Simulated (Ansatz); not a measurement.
## C$_{2}$H$_{6}$AlNO: nudged elastic band

System: C$_{2}$H$_{6}$AlNO, SMILES [CH3][Al]([NH2])[CH]=O.
Method: RKS PBE0-D4/def2-SVP (Ansatz 0.2.0).

It belongs to a series of runs on one base structure; here: band between the two ends. Figures and captions count atoms from 1; the log counts them from 0 in places.

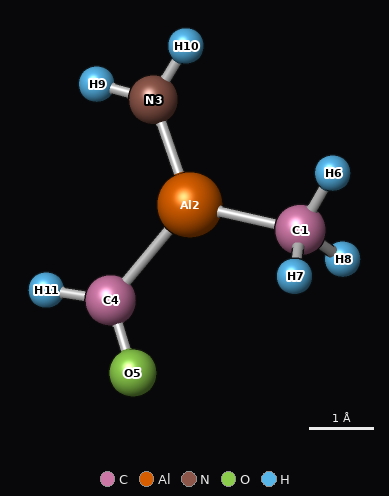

**Figure 1.** The starting structure (ball-and-stick view, seen at a tilt; atoms are numbered from 1 in the order of the input). Sticks mark near contacts. Bond lengths as drawn: Al–C 1.95 to 2.02 Å, Al–N 1.77 Å, C–H 1.10 to 1.13 Å, C–O 1.21 Å and H–N 1.01 Å.

### Input
```yaml
crystal:
  periodic: [false, false, false]
  atoms:
    - { symbol: C, position_ang: [-1.199416, 1.177374, 0.548554] }
    - { symbol: Al, position_ang: [0.143965, -0.136211, 0.038622] }
    - { symbol: "N", position_ang: [1.108629, -1.034906, 1.225909] }
    - { symbol: C, position_ang: [0.495433, -0.530393, -1.91344] }
    - { symbol: O, position_ang: [-0.124638, 0.09392, -2.750456] }
    - { symbol: H, position_ang: [-1.17826, 1.419054, 1.622785] }
    - { symbol: H, position_ang: [-1.06706, 2.114897, -0.015985] }
    - { symbol: H, position_ang: [-2.211352, 0.809735, 0.308151] }
    - { symbol: H, position_ang: [1.807895, -1.733982, 0.999342] }
    - { symbol: H, position_ang: [1.046949, -0.935038, 2.233527] }
    - { symbol: H, position_ang: [1.243254, -1.30155, -2.276508] }
basis:
  gaussian: { orbitals: def2-SVP }
hamiltonian:
  xc: pbe0
  dispersion: d4
neb:
  order_check: false
  images: 7
  f_tol: 0.05
  max_iterations: 60
  initial_path: idpp
  optimiser: lbfgs
  climbing: true
  final_atoms:
    - { symbol: C, position_ang: [-1.20254226, 1.17296269, 0.54839345] }
    - { symbol: Al, position_ang: [0.14294273, -0.13869568, 0.03899355] }
    - { symbol: "N", position_ang: [1.14827676, -0.99512207, 1.22419489] }
    - { symbol: C, position_ang: [0.45323347, -0.57296926, -1.91120382] }
    - { symbol: O, position_ang: [-0.19336342, 0.02615898, -2.74665652] }
    - { symbol: H, position_ang: [-1.37329309, 1.21449917, 1.63554452] }
    - { symbol: H, position_ang: [-0.9052226, 2.18214685, 0.2168149] }
    - { symbol: H, position_ang: [-2.1662946, 0.95638807, 0.05901892] }
    - { symbol: H, position_ang: [1.86328635, -1.67874985, 1.00013654] }
    - { symbol: H, position_ang: [1.09973952, -0.87802282, 2.23071618] }
    - { symbol: H, position_ang: [1.19863613, -1.34569608, -2.2754516] }
```

Launched with:
```bash
ansatz run input.yaml --threads 2 --pin off --max-ram 3072MiB --backend cpu --events-out ev --progress --plain --runs-dir out
```

### What the program printed
```
Engine: ansatz 0.2.0, aarch64-unknown-linux-gnu
Functional definition: PBE0
  parameter a = 0.25
  parameter kappa = 0.804
  parameter beta = 0.06672455060314922
  exchange = (1 - a)*pbe_x(kappa = kappa, mu = beta*pi^2/3) + a*exact_x
  correlation = pbe_c(beta = beta)
1123 factors; integrals over basis functions are off by at most 3.7e-4 eV
mean field evaluation 1: about -12278.2782 eV, gradient 7.4e1 eV
mean field evaluation 2: about -12262.8562 eV, gradient 1.1e2 eV
mean field evaluation 4: about -12290.0408 eV, gradient 6.5e0 eV
mean field evaluation 8: about -12290.1503 eV, gradient 5.2e-1 eV
mean field evaluation 16: about -12290.1509 eV, gradient 9.4e-6 eV
mean field -12290.15087224 eV, -451.6547139912 hartree, gradient 9.8e-6 eV, S^2 0.000000; 0 other end points of the search recorded, 0 dependent functions left out
the calculation of the forces begins
reference -12290.15090078 eV, -451.6547150403 hartree; 23, 23 occupied and 81, 81 virtual orbitals, 1123 factors
1123 factors; integrals over basis functions are off by at most 3.9e-4 eV
mean field evaluation 32: about -12290.1507 eV, gradient 4.5e-5 eV
mean field -12290.15069536 eV, -451.6547074912 hartree, gradient 1.0e-5 eV, S^2 0.000000; 0 other end points of the search recorded, 0 dependent functions left out
[... from here on the field's lines of each further geometry are left out, up to the last ...]
NEB iter   1: max|band force component| = 2.153e-1 eV/Å  barrier→ = 0.0013 eV  barrier← = 0.0011 eV  CI = image 4  Δτ_max = 0.0043 Å  (257 SCF iters)
NEB iter   2: max|band force component| = 5.697e-2 eV/Å  barrier→ = 0.0001 eV  barrier← = -0.0000 eV  CI = image 5  Δτ_max = 0.0012 Å  (164 SCF iters)
the calculation of the forces begins
reference -12290.15079659 eV, -451.6547112114 hartree; 23, 23 occupied and 81, 81 virtual orbitals, 1123 factors
1123 factors; integrals over basis functions are off by at most 3.8e-4 eV
mean field -12290.15074932 eV, -451.6547094741 hartree, gradient 1.7e-5 eV, S^2 0.000000; 1 other end points of the search recorded, 0 dependent functions left out
the calculation of the forces begins
reference -12290.15077798 eV, -451.6547105273 hartree; 23, 23 occupied and 81, 81 virtual orbitals, 1123 factors
NEB iter   3: max|band force component| = 2.699e-2 eV/Å  barrier→ = 0.0001 eV  barrier← = -0.0001 eV  CI = image 7  Δτ_max = 0.0000 Å  (354 SCF iters)
```

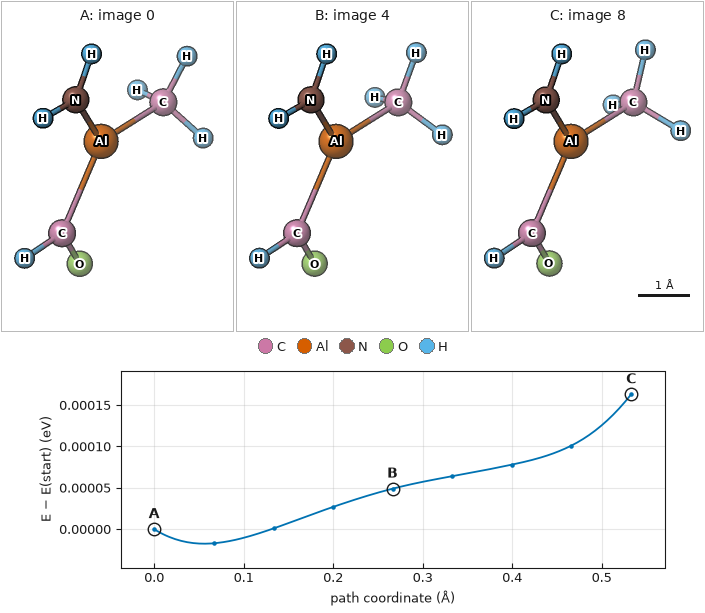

**Figure 2.** Images of the last band (counted from 0; ball-and-stick, seen at a tilt) above the energy along the path; the line is a cubic interpolation that uses the forces. No image lies above both ends; the end is 0.000 eV above the start. The path is 0.53 Å long. The band converged in 3 iterations.

```
Total energy: -12290.31036873 eV, -451.6605753793 hartree
Atom 0 at    -1.192884     1.181054     0.549406 Å, force    -0.012227     0.011780     0.003132 eV/Å
Atom 1 at     0.150307    -0.131577     0.038058 Å, force    -0.003568     0.003313     0.003509 eV/Å
Atom 2 at     1.268754    -0.866029     1.203088 Å, force    -0.000629    -0.003744     0.000881 eV/Å
Atom 3 at     0.324404    -0.710346    -1.891288 Å, force     0.000548     0.000480    -0.003891 eV/Å
Atom 4 at    -0.402677    -0.195927    -2.716939 Å, force    -0.002372    -0.001170     0.000317 eV/Å
Atom 5 at    -1.255600     1.333378     1.638162 Å, force     0.006070    -0.003885     0.006404 eV/Å
Atom 6 at    -0.978420     2.158965     0.086721 Å, force     0.007159     0.002240    -0.006729 eV/Å
Atom 7 at    -2.191416     0.881819     0.190750 Å, force    -0.003209    -0.007085    -0.004649 eV/Å
Atom 8 at     1.984182    -1.548344     0.976531 Å, force     0.003223    -0.002818    -0.001098 eV/Å
Atom 9 at     1.294479    -0.670136     2.198151 Å, force     0.001462     0.000982     0.003462 eV/Å
Atom 10 at     1.064271    -1.489958    -2.252137 Å, force     0.003543    -0.000092    -0.001337 eV/Å
Dipole moment:     0.320008    -0.168766     0.588411 e Å
this run last wrote the band of iteration 3 to [file]
```

### The last band as extended XYZ (Å, eV, eV/Å)
```
11
Properties=species:S:1:pos:R:3:forces:R:3 image=0 energy=-12290.31044
C    -1.1994    1.1774    0.5486    0.0001   0.0027  -0.0028
Al    0.1440   -0.1362    0.0386   -0.0014   0.0077   0.0032
N     1.1086   -1.0349    1.2259    0.0030  -0.0078  -0.0081
C     0.4954   -0.5304   -1.9134    0.0002  -0.0019   0.0009
O    -0.1246    0.0939   -2.7505   -0.0010   0.0011  -0.0013
H    -1.1783    1.4191    1.6228   -0.0014  -0.0007  -0.0001
H    -1.0671    2.1149   -0.0160    0.0007  -0.0010  -0.0002
H    -2.2114    0.8097    0.3082   -0.0007  -0.0010  -0.0002
H     1.8079   -1.7340    0.9993    0.0017   0.0020   0.0045
H     1.0469   -0.9350    2.2335    0.0000  -0.0009   0.0044
H     1.2433   -1.3015   -2.2765   -0.0013  -0.0002  -0.0004
11
Properties=species:S:1:pos:R:3:forces:R:3 image=1 energy=-12290.31046
C    -1.1978    1.1774    0.5487   -0.0128   0.0128   0.0032
Al    0.1452   -0.1357    0.0385   -0.0026   0.0072   0.0031
N     1.1322   -1.0112    1.2246    0.0011  -0.0052  -0.0024
C     0.4704   -0.5559   -1.9124    0.0024  -0.0027   0.0013
O    -0.1654    0.0529   -2.7491   -0.0029   0.0021  -0.0036
H    -1.1896    1.4070    1.6256    0.0051  -0.0043   0.0066
H    -1.0544    2.1219   -0.0012    0.0066   0.0028  -0.0075
H    -2.2091    0.8201    0.2914   -0.0026  -0.0083  -0.0046
H     1.8338   -1.7078    0.9984    0.0054  -0.0023   0.0031
H     1.0832   -0.8976    2.2315    0.0005  -0.0010   0.0023
H     1.2170   -1.3283   -2.2753   -0.0001  -0.0010  -0.0014
11
Properties=species:S:1:pos:R:3:forces:R:3 image=2 energy=-12290.31044
C    -1.1965    1.1776    0.5489   -0.0209   0.0205   0.0058
Al    0.1464   -0.1353    0.0383   -0.0059   0.0097   0.0043
N     1.1555   -0.9873    1.2226    0.0014  -0.0055  -0.0020
C     0.4455   -0.5815   -1.9107    0.0035  -0.0036   0.0001
O    -0.2057    0.0118   -2.7466   -0.0038   0.0023  -0.0045
H    -1.2008    1.3949    1.6283    0.0094  -0.0073   0.0107
H    -1.0418    2.1287    0.0135    0.0108   0.0036  -0.0114
H    -2.2067    0.8305    0.2747   -0.0038  -0.0131  -0.0075
H     1.8594   -1.6815    0.9966    0.0073  -0.0045   0.0029
H     1.1192   -0.8599    2.2284    0.0008  -0.0007   0.0038
H     1.1910   -1.3550   -2.2733    0.0010  -0.0015  -0.0023
11
Properties=species:S:1:pos:R:3:forces:R:3 image=3 energy=-12290.31041
C    -1.1954    1.1779    0.5490   -0.0255   0.0249   0.0073
Al    0.1474   -0.1348    0.0381   -0.0081   0.0111   0.0052
N     1.1786   -0.9632    1.2200    0.0013  -0.0056  -0.0015
C     0.4209   -0.6071   -1.9083    0.0042  -0.0038  -0.0009
O    -0.2458   -0.0295   -2.7429   -0.0043   0.0022  -0.0048
H    -1.2119    1.3828    1.6307    0.0120  -0.0092   0.0129
H    -1.0292    2.1352    0.0281    0.0133   0.0039  -0.0134
H    -2.2041    0.8407    0.2579   -0.0042  -0.0156  -0.0092
H     1.8848   -1.6551    0.9940    0.0084  -0.0058   0.0025
H     1.1548   -0.8222    2.2243    0.0011  -0.0003   0.0048
H     1.1652   -1.3818   -2.2706    0.0019  -0.0017  -0.0029
11
Properties=species:S:1:pos:R:3:forces:R:3 image=4 energy=-12290.31039
C    -1.1945    1.1784    0.5492   -0.0270   0.0263   0.0078
Al    0.1483   -0.1342    0.0380   -0.0090   0.0111   0.0056
N     1.2014   -0.9391    1.2168    0.0011  -0.0054  -0.0010
C     0.3965   -0.6328   -1.9051    0.0042  -0.0036  -0.0018
O    -0.2854   -0.0708   -2.7381   -0.0045   0.0017  -0.0044
H    -1.2229    1.3706    1.6329    0.0128  -0.0098   0.0135
H    -1.0166    2.1415    0.0428    0.0143   0.0038  -0.0139
H    -2.2013    0.8510    0.2412   -0.0044  -0.0162  -0.0098
H     1.9100   -1.6286    0.9907    0.0086  -0.0063   0.0019
H     1.1901   -0.7844    2.2193    0.0013   0.0000   0.0053
H     1.1397   -1.4087   -2.2671    0.0026  -0.0017  -0.0031
11
Properties=species:S:1:pos:R:3:forces:R:3 image=5 energy=-12290.31038
C    -1.1937    1.1791    0.5493   -0.0253   0.0246   0.0072
Al    0.1491   -0.1334    0.0380   -0.0084   0.0097   0.0054
N     1.2241   -0.9149    1.2129    0.0007  -0.0051  -0.0004
C     0.3723   -0.6585   -1.9012    0.0036  -0.0027  -0.0026
O    -0.3248   -0.1123   -2.7322   -0.0043   0.0010  -0.0034
H    -1.2338    1.3583    1.6349    0.0121  -0.0092   0.0128
H    -1.0039    2.1475    0.0574    0.0137   0.0037  -0.0130
H    -2.1982    0.8613    0.2244   -0.0045  -0.0150  -0.0094
H     1.9349   -1.6020    0.9867    0.0078  -0.0059   0.0011
H     1.2252   -0.7465    2.2132    0.0015   0.0003   0.0052
H     1.1144   -1.4357   -2.2629    0.0031  -0.0015  -0.0029
11
Properties=species:S:1:pos:R:3:forces:R:3 image=6 energy=-12290.31036
C    -1.1932    1.1800    0.5494   -0.0205   0.0198   0.0057
Al    0.1498   -0.1326    0.0380   -0.0065   0.0070   0.0046
N     1.2465   -0.8905    1.2083    0.0002  -0.0045   0.0003
C     0.3483   -0.6844   -1.8966    0.0024  -0.0014  -0.0033
O    -0.3639   -0.1540   -2.7252   -0.0036   0.0000  -0.0019
H    -1.2447    1.3459    1.6366    0.0099  -0.0073   0.0106
H    -0.9912    2.1533    0.0720    0.0114   0.0033  -0.0107
H    -2.1949    0.8715    0.2076   -0.0042  -0.0121  -0.0078
H     1.9596   -1.5752    0.9820    0.0060  -0.0047   0.0001
H     1.2600   -0.7084    2.2062    0.0015   0.0007   0.0046
H     1.0892   -1.4627   -2.2579    0.0034  -0.0009  -0.0023
11
Properties=species:S:1:pos:R:3:forces:R:3 image=7 energy=-12290.31034
C    -1.1929    1.1811    0.5494   -0.0122   0.0118   0.0031
Al    0.1503   -0.1316    0.0381   -0.0036   0.0033   0.0035
N     1.2688   -0.8660    1.2031   -0.0006  -0.0037   0.0009
C     0.3244   -0.7103   -1.8913    0.0005   0.0005  -0.0039
O    -0.4027   -0.1959   -2.7169   -0.0024  -0.0012   0.0003
H    -1.2556    1.3334    1.6382    0.0061  -0.0039   0.0064
H    -0.9784    2.1590    0.0867    0.0072   0.0022  -0.0067
H    -2.1914    0.8818    0.1908   -0.0032  -0.0071  -0.0046
H     1.9842   -1.5483    0.9765    0.0032  -0.0028  -0.0011
H     1.2945   -0.6701    2.1982    0.0015   0.0010   0.0035
H     1.0643   -1.4900   -2.2521    0.0035  -0.0001  -0.0013
11
Properties=species:S:1:pos:R:3:forces:R:3 image=8 energy=-12290.31028
C    -1.1924    1.1828    0.5494    0.0010  -0.0009  -0.0015
Al    0.1507   -0.1306    0.0380    0.0006  -0.0006   0.0070
N     1.2899   -0.8425    1.1974   -0.0044  -0.0015  -0.0021
C     0.3012   -0.7358   -1.8853    0.0000   0.0012  -0.0070
O    -0.4399   -0.2366   -2.7079   -0.0033  -0.0006   0.0020
H    -1.2665    1.3206    1.6395    0.0007   0.0011  -0.0003
H    -0.9645    2.1649    0.1019    0.0005   0.0006  -0.0009
H    -2.1873    0.8931    0.1731   -0.0017   0.0001   0.0003
H     2.0073   -1.5228    0.9707    0.0010  -0.0018  -0.0034
H     1.3273   -0.6334    2.1894    0.0011   0.0023   0.0047
H     1.0397   -1.5168   -2.2458    0.0045   0.0001   0.0011
```

### Results in brief

- outcome: converged
- barrier, forward: 0.000 eV
- barrier, backward: 0.000 eV
- hardware: 2 threads of Arm Neoverse V2, 128 GiB of memory available, shared host
- wall time: 67 s (CPU time 2.2 min)
- peak memory: 0.22 GiB

The order of the saddle point was not checked.
